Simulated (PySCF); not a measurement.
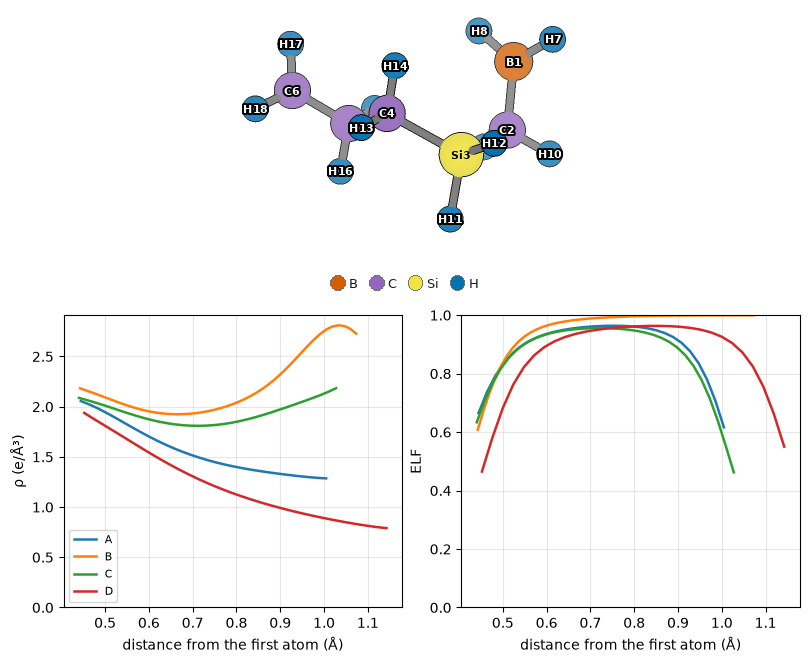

Figure 1: C₄H₁₂BSi (doublet). Electron density and ELF along straight lines between neighbouring atoms. The curves leave out the atomic cores. The structure is drawn too.

Geometry: GFN2-xTB.

Theory: UKS B3LYP, pcH-1 on B C H Si, non-relativistic, mean-field spin-orbit, GIAO (PySCF).

```csv
atom,x (Å),y (Å),z (Å)
B,2.3796,0.7395,-0.2316
C,1.7876,-0.4318,-1.0484
Si,0.6307,-1.4473,0.1012
C,-0.6864,-0.3245,0.8951
C,-1.5668,0.4083,-0.1527
C,-2.5557,1.2631,0.5149
H,3.3552,0.5861,0.3982
H,1.8402,1.7794,-0.2023
H,1.1828,-0.1185,-1.8987
H,2.5340,-1.1352,-1.4139
H,-0.0354,-2.4675,-0.7255
H,1.3992,-2.1138,1.1608
H,-1.3376,-0.9096,1.5464
H,-0.2049,0.4243,1.5269
H,-0.9109,1.0071,-0.7875
H,-2.0621,-0.3476,-0.7672
H,-2.2849,2.2485,0.8433
H,-3.4734,0.8458,0.8828
```

### Which curve belongs to which contact (C–B, C–C, C–H and C–Si)? The first atom named is at distance zero.

Curve A: C–B (1.55 Å): ρ is about 1.4 e/Å³ halfway; the ELF peaks at about 0.95 between the atoms: localised, covalent bonding. Curve B: C–H (1.07 Å): ρ at the midpoint is about 2 e/Å³; the ELF climbs to about 1 towards the hydrogen, as it does in any bond to H (a covalent bond by its length). Curve C: C–C (1.47 Å): ρ is about 1.8 e/Å³ halfway; the ELF peaks at about 0.95 between the atoms: localised, covalent bonding. Curve D: C–Si (1.90 Å): the density is about 0.94 e/Å³ at the midpoint; the ELF peaks at about 0.95 between the atoms; a covalent bond.
